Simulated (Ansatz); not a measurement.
# Calculations on CH$_{5}$GaSi

### Relaxation

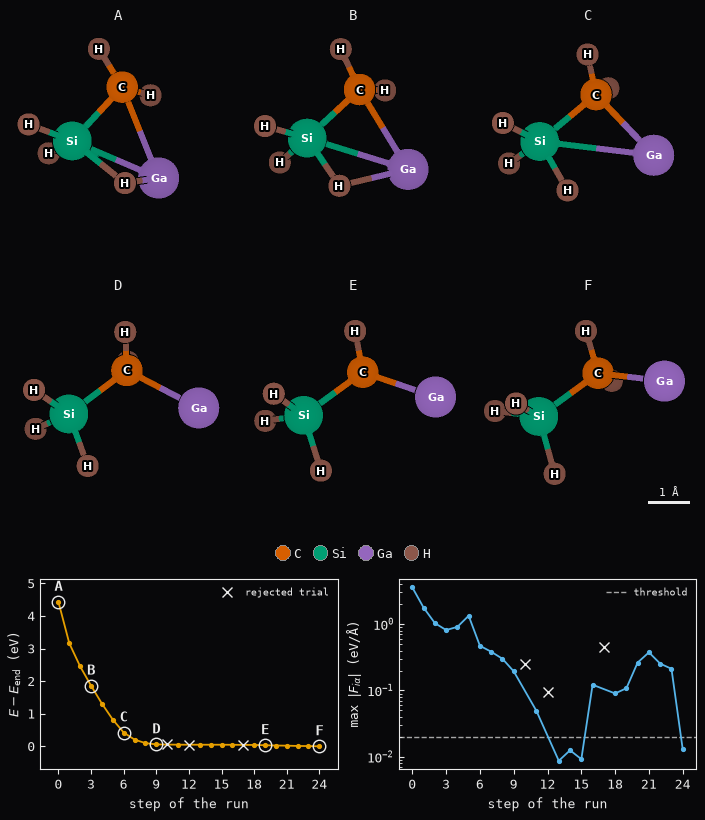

Frames of a relaxation of CH5GaSi, marked on the history of the run. The picture is a ball-and-stick view, seen at a tilt.

The run prepares an end point of a later path (hydrogen shift) calculation, from a guessed geometry.

Method: RKS BHLYP/def2-SVP in Ansatz. Set-up: no spin polarisation; force threshold 0.02 eV/Å; at most 50 steps.

Question: Describe the path.

Answer: After 21 accepted moves (24 points after the start) the energy has fallen by 4.434 eV. The largest force component goes from 3.6 to 0.013 eV/Å. The line search rejected the trial steps at points 10, 12, 17 of the run. The forces were under the threshold at step 13, but the run went on from there. The Ga atom moves most after the best rigid fit: 2.33 Å. Largest moves by element: Ga 2.33 Å, H 1.40 Å, C 0.56 Å, Si 0.20 Å. Some distances before and after: Ga–H 1.618 → 3.679 Å, Ga–Si 2.431 → 3.363 Å, C–Ga 2.501 → 2.050 Å, H–Si 1.836 → 1.488 Å. Bonds break, among them: Ga–H (1.62 → 3.68 Å). Among the angles between lasting bonds that change: Si–C–H 106.3° → 109.2°, C–Si–H 111.4° → 113.8°. From step 0 to 3: an H atom moves most (0.55 Å), energy −2.572 eV. From step 3 to 6: the Ga atom moves most (0.57 Å), energy −1.438 eV. From step 6 to 9: the Ga atom moves most (0.57 Å), energy −0.366 eV. From step 9 to 19: the Ga atom moves most (0.34 Å), energy −0.025 eV. From step 19 to 24: the Ga atom moves most (0.48 Å), energy −0.034 eV.

```json
{"step": "0", "E − E(0), eV": "0.0000", "largest force component, eV/Å": "3.5759", "note": ""}
{"step": "1", "E − E(0), eV": "-1.2721", "largest force component, eV/Å": "1.7750", "note": ""}
{"step": "2", "E − E(0), eV": "-1.9828", "largest force component, eV/Å": "1.0372", "note": ""}
{"step": "3", "E − E(0), eV": "-2.5717", "largest force component, eV/Å": "0.8144", "note": ""}
{"step": "4", "E − E(0), eV": "-3.1234", "largest force component, eV/Å": "0.9093", "note": ""}
{"step": "5", "E − E(0), eV": "-3.6131", "largest force component, eV/Å": "1.3378", "note": ""}
{"step": "6", "E − E(0), eV": "-4.0093", "largest force component, eV/Å": "0.4715", "note": ""}
{"step": "7", "E − E(0), eV": "-4.2274", "largest force component, eV/Å": "0.3838", "note": ""}
{"step": "8", "E − E(0), eV": "-4.3343", "largest force component, eV/Å": "0.3005", "note": ""}
{"step": "9", "E − E(0), eV": "-4.3748", "largest force component, eV/Å": "0.1943", "note": ""}
{"step": "10", "E − E(0), eV": "-4.3645", "largest force component, eV/Å": "0.2518", "note": "rejected"}
{"step": "11", "E − E(0), eV": "-4.3833", "largest force component, eV/Å": "0.0498", "note": ""}
{"step": "12", "E − E(0), eV": "-4.3827", "largest force component, eV/Å": "0.0941", "note": "rejected"}
{"step": "13", "E − E(0), eV": "-4.3843", "largest force component, eV/Å": "0.0087", "note": ""}
{"step": "14", "E − E(0), eV": "-4.3845", "largest force component, eV/Å": "0.0126", "note": ""}
{"step": "15", "E − E(0), eV": "-4.3846", "largest force component, eV/Å": "0.0092", "note": ""}
{"step": "16", "E − E(0), eV": "-4.3865", "largest force component, eV/Å": "0.1220", "note": ""}
{"step": "17", "E − E(0), eV": "-4.3822", "largest force component, eV/Å": "0.4502", "note": "rejected"}
{"step": "18", "E − E(0), eV": "-4.3915", "largest force component, eV/Å": "0.0902", "note": ""}
{"step": "19", "E − E(0), eV": "-4.3998", "largest force component, eV/Å": "0.1081", "note": ""}
{"step": "20", "E − E(0), eV": "-4.4084", "largest force component, eV/Å": "0.2635", "note": ""}
{"step": "21", "E − E(0), eV": "-4.4132", "largest force component, eV/Å": "0.3756", "note": ""}
{"step": "22", "E − E(0), eV": "-4.4221", "largest force component, eV/Å": "0.2538", "note": ""}
{"step": "23", "E − E(0), eV": "-4.4253", "largest force component, eV/Å": "0.2122", "note": ""}
{"step": "24", "E − E(0), eV": "-4.4341", "largest force component, eV/Å": "0.0130", "note": ""}
```

### Relaxation

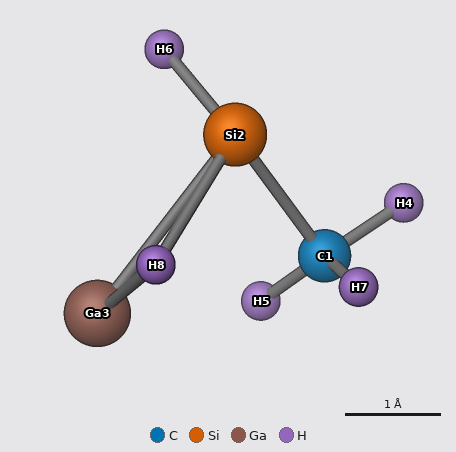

Starting structure of CH$_{5}$GaSi. The picture is a ball-and-stick view, seen at a tilt.

The run prepares an end point of a later path (hydrogen shift) calculation, from a guessed geometry.

Computed with RKS BHLYP/def2-SVP in Ansatz.

The input:
```yaml
crystal:
  periodic: [false, false, false]
  atoms:
    - { symbol: C, position_ang: [-0.6299, -0.4362, -0.8237] }
    - { symbol: Si, position_ang: [0.7785, 0.2693, 0.1183] }
    - { symbol: Ga, position_ang: [-0.8907, -0.5988, 1.6583] }
    - { symbol: H, position_ang: [-0.6658, 0.1306, -1.8217] }
    - { symbol: H, position_ang: [-1.6079, -0.2116, -0.2804] }
    - { symbol: H, position_ang: [0.5082, 1.6727, 0.5299] }
    - { symbol: H, position_ang: [-0.01344, -1.3299, -0.92056] }
    - { symbol: H, position_ang: [0.5941, -1.1283, 1.2945] }
basis:
  gaussian: { orbitals: def2-SVP }
hamiltonian:
  xc: { name: BHLYP }
relax:
  f_tol: 0.02
  max_steps: 50
output:
  orbitals: {}
```

Command:
```bash
ansatz run input.yaml --threads 2 --pin off --max-ram 3072MiB --backend cpu --events-out ev --progress --plain --runs-dir out
```

Question: Predict the outcome.

Answer: The energy falls by 3.021 eV in 8 accepted moves (9 points after the start). The largest force component goes from 4.8 to 0.019 eV/Å. The line search rejected the trial step at point 6 of the run. The largest move after the best rigid fit is that of Ga3, 0.64 Å. By element the largest moves are Ga 0.64 Å, H 0.63 Å, Si 0.31 Å, C 0.13 Å. Some distances before and after: Ga3–H6 2.897 → 1.968 Å, Ga3–H8 1.618 → 1.968 Å, Ga3–H5 2.103 → 2.423 Å, Si2–Ga3 2.431 → 2.683 Å. Among the angles between lasting bonds that change: Ga3–Si2–H6 92.1° → 46.7°, H5–C1–H7 133.5° → 105.5°, Si2–C1–H7 85.8° → 107.1°. Cost: 15 s on 2 threads of Intel(R) Xeon(R) 6975P-C (Granite Rapids), with other jobs on the host, peak memory 0.2 GiB.

Step by step:

```json
{"step": "0", "E − E(0), eV": "0.0000", "largest force component, eV/Å": "4.7821", "note": ""}
{"step": "1", "E − E(0), eV": "-1.9690", "largest force component, eV/Å": "1.7338", "note": ""}
{"step": "2", "E − E(0), eV": "-2.6503", "largest force component, eV/Å": "0.9705", "note": ""}
{"step": "3", "E − E(0), eV": "-2.8884", "largest force component, eV/Å": "0.6401", "note": ""}
{"step": "4", "E − E(0), eV": "-2.9774", "largest force component, eV/Å": "0.2611", "note": ""}
{"step": "5", "E − E(0), eV": "-3.0138", "largest force component, eV/Å": "0.1667", "note": ""}
{"step": "6", "E − E(0), eV": "-2.9963", "largest force component, eV/Å": "0.3464", "note": "rejected"}
{"step": "7", "E − E(0), eV": "-3.0200", "largest force component, eV/Å": "0.0610", "note": ""}
{"step": "8", "E − E(0), eV": "-3.0206", "largest force component, eV/Å": "0.0327", "note": ""}
{"step": "9", "E − E(0), eV": "-3.0207", "largest force component, eV/Å": "0.0192", "note": ""}
```

Final geometry:

```xyz
8

C    -0.5384   -0.4559   -0.9072
Si    1.0527    0.1270    0.0730
Ga   -0.9571    0.0116    1.8462
H    -0.7009    0.2639   -1.7154
H    -1.5259   -0.5930   -0.4297
H     0.2784    1.2300    0.9186
H    -0.2987   -1.4198   -1.3669
H     0.7632   -0.7961    1.3361
```

After the run, drawn alike:

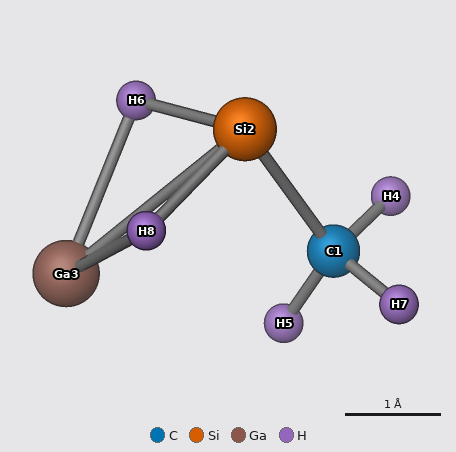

### Path

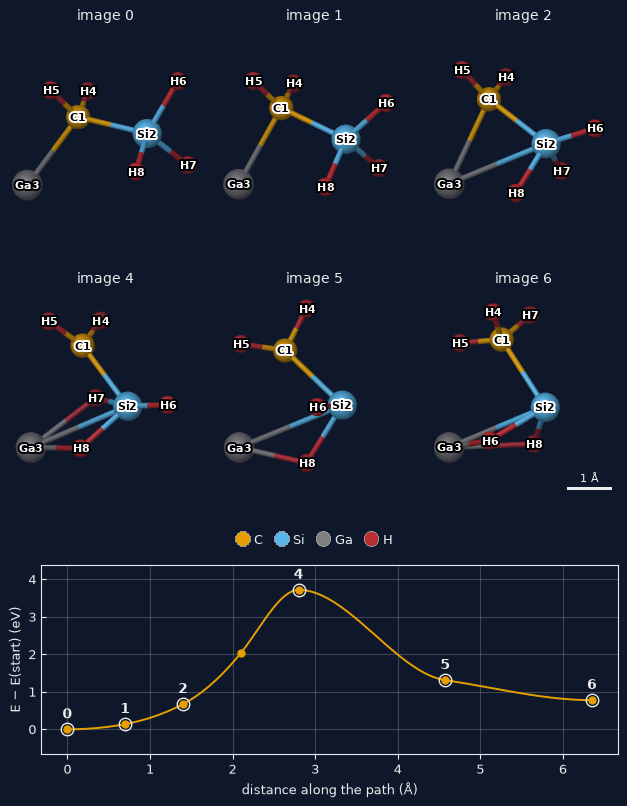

NEB run on CH5GaSi. Images are numbered from 0 (start) to 6 (end). A ball-and-stick model, seen at a tilt.

The calculation used RKS BHLYP/def2-SVP in Ansatz 0.2.0. Settings: 5 movable images; climbing image; force threshold 0.05 eV/Å; iteration limit 60; starting path through a guess of the saddle point.

### Describe the mechanism and the energy profile.

Forward barrier 3.72 eV, backward barrier 2.94 eV, with image 4 at the top; the reaction energy is +0.78 eV. Breaking: C1–Ga3 (2.05 → 2.70 at the top → 2.82 Å), Si2–H7 (1.49 → 1.66 at the top → 2.51 Å). Forming: C1–H7 (2.76 → 1.53 at the top → 1.09 Å). The band is converged. At the top, the vibrational analysis gives one imaginary mode (1532i cm⁻¹), as a transition state must have.
